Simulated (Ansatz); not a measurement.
System: YHf2O2.

```
Y Hf O
1.0
     5.83236    0.00000    0.00000
    -2.91618    5.05097    0.00000
     0.00000    0.00000   13.10622
Y Hf O
3 6 6
Cartesian
  0.0000 0.0000 0.0000
  2.9162 1.6836 4.3687
  0.0000 3.3673 8.7375
  2.9162 1.6836 0.3588
  0.0000 3.3673 4.7275
  0.0000 0.0000 9.0962
  0.0000 0.0000 4.0100
  2.9162 1.6836 8.3787
  0.0000 3.3673 12.7474
  0.0000 0.0000 2.1781
  2.9162 1.6836 6.5468
  0.0000 3.3673 10.9156
  2.9162 1.6836 2.1906
  0.0000 3.3673 6.5594
  0.0000 0.0000 10.9281
```

Space group R-3m; a structure generated by program, which may or may not match a known phase; computed without spin polarisation.

These are results of DFT PBE, scalar-relativistic, plane waves, PAW in Ansatz, not measurements.

Question: Predict the valence pseudo-density and electron localisation function between the atoms.

Answer: Hf–O (1.83 Å): ρ is about 1.6 e/Å³ halfway, with its minimum of 1.4 e/Å³ about 1.0 Å from Hf; the ELF peaks at about 0.80 in the valence shell of O, 0.5 Å from its nucleus, and drops to about 0.30 between the two atoms (no shared electron pair shows on this line).
Y–O (2.18 Å): the density is about 0.54 e/Å³ at the midpoint; the ELF peaks at about 0.85 in the valence shell of O, 0.6 Å from its nucleus, and drops to about 0.15 between the two atoms: no shared electron pair shows on this line.
The ELF has a maximum of about 0.80 in the space between the atoms, on no atom or two-centre bond.

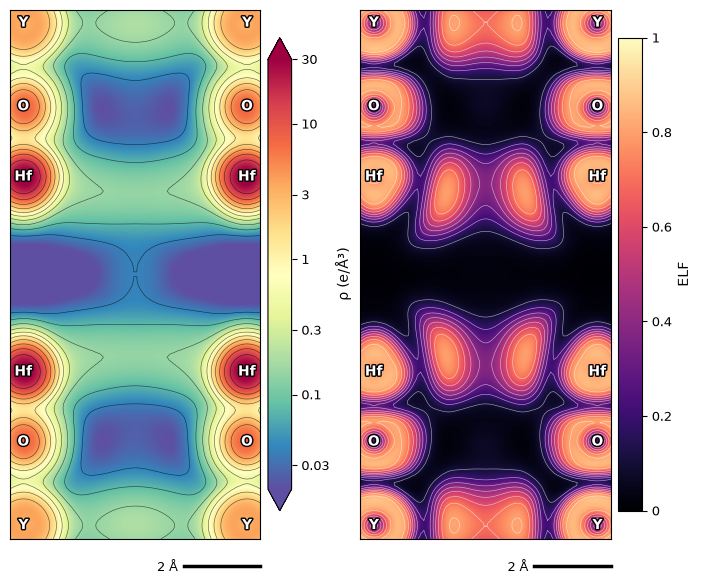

Computed valence pseudo-density and electron localisation function on the (100) plane of the conventional cell, in this order. 

In a PAW calculation such maps are meaningful between the atoms, not at the nuclei.
